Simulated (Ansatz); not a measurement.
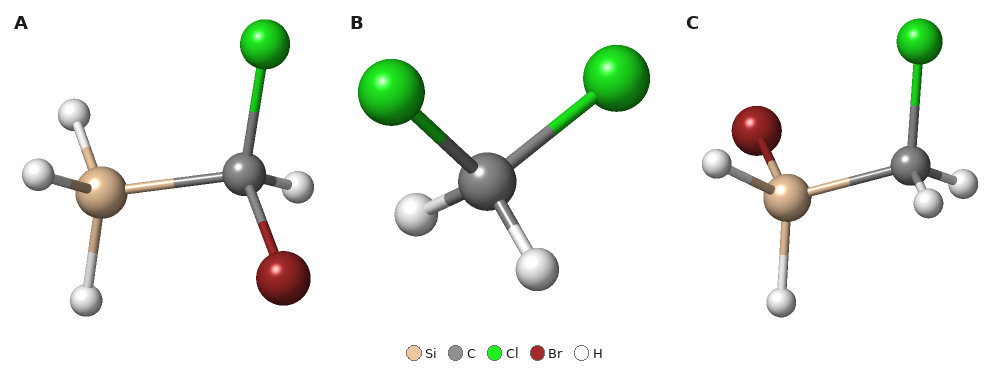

Simulated data, not a measurement (program: Ansatz).

```xyz
8
charge 0, multiplicity 1
Cl   -1.0791    1.4178    1.3283
C    -0.5746    0.7551   -0.2443
Si    0.6765   -0.6247   -0.0162
Br   -0.2788   -2.3375    1.0104
H    -1.4663    0.4037   -0.7644
H    -0.1349    1.5689   -0.8252
H     1.1360   -1.0865   -1.3494
H     1.8132   -0.1537    0.8048
```

Question: Which picture belongs to the input above?

Answer: C. The file holds CH4BrClSi, `ClC[SiH2]Br`.
